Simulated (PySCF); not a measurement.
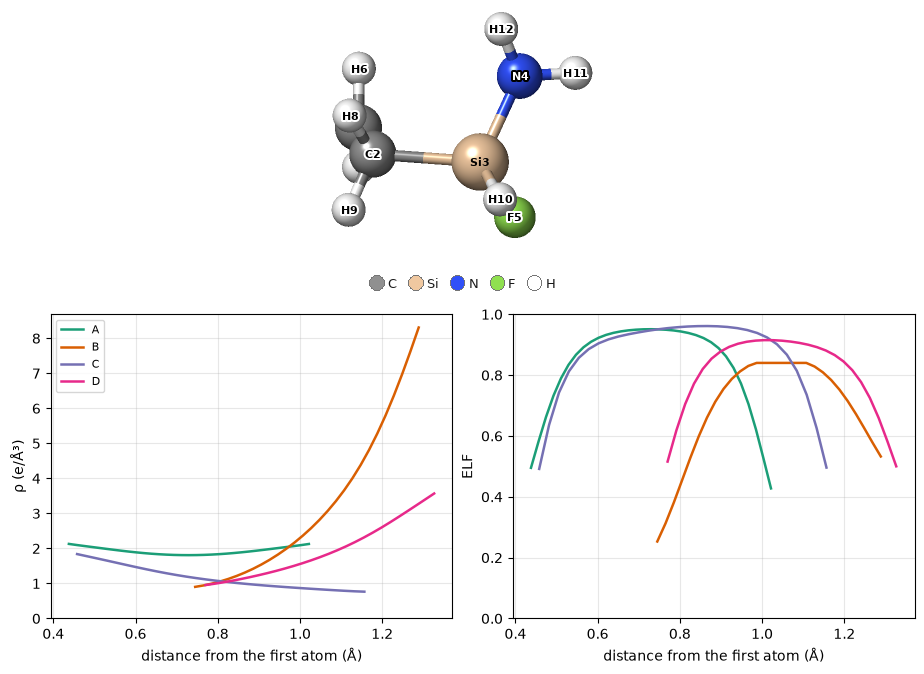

Figure. C₂H₇FNSi (doublet). Electron density and electron localisation function along straight lines between neighbouring atoms. The curves leave out the atomic cores. The structure is drawn too.

Geometry: GFN2-xTB.

The calculation used UKS B3LYP, pcH-1 on C F H N Si, non-relativistic, mean-field spin-orbit, GIAO (PySCF).

```yaml
atoms:
  - { symbol: C, position_ang: [1.6144, 0.6349, 0.3258] }
  - { symbol: C, position_ang: [1.0403, -0.6132, -0.1668] }
  - { symbol: Si, position_ang: [-0.8546, -0.6183, 0.1873] }
  - { symbol: N, position_ang: [-1.5336, 0.7801, -0.5286] }
  - { symbol: F, position_ang: [-1.0893, -0.4056, 1.7668] }
  - { symbol: H, position_ang: [1.6016, 1.5174, -0.2829] }
  - { symbol: H, position_ang: [1.8667, 0.7385, 1.3626] }
  - { symbol: H, position_ang: [1.1969, -0.7313, -1.2384] }
  - { symbol: H, position_ang: [1.4716, -1.4754, 0.3414] }
  - { symbol: H, position_ang: [-1.4831, -1.9110, -0.0697] }
  - { symbol: H, position_ang: [-2.4369, 1.1006, -0.2209] }
  - { symbol: H, position_ang: [-1.3928, 0.9826, -1.5026] }
```

Which curve belongs to which contact (C–C, C–Si, Si–F and Si–N)? The first atom named is at distance zero.

Curve A: C–C (1.46 Å): ρ is about 1.8 e/Å³ halfway; the ELF peaks at about 0.95 between the atoms: a covalent bond. Curve B: Si–F (1.61 Å): ρ at the midpoint is about 1.1 e/Å³; the ELF peaks at about 0.85 in the valence shell of F, 0.6 Å from its nucleus, and is about 0.45 at the midpoint. Curve C: C–Si (1.93 Å): ρ at the midpoint is about 0.9 e/Å³; the ELF peaks at about 0.95 between the atoms; localised, covalent bonding. Curve D: Si–N (1.71 Å): ρ is about 1.1 e/Å³ halfway; the ELF peaks at about 0.90 between the atoms, as expected for a polar covalent bond.
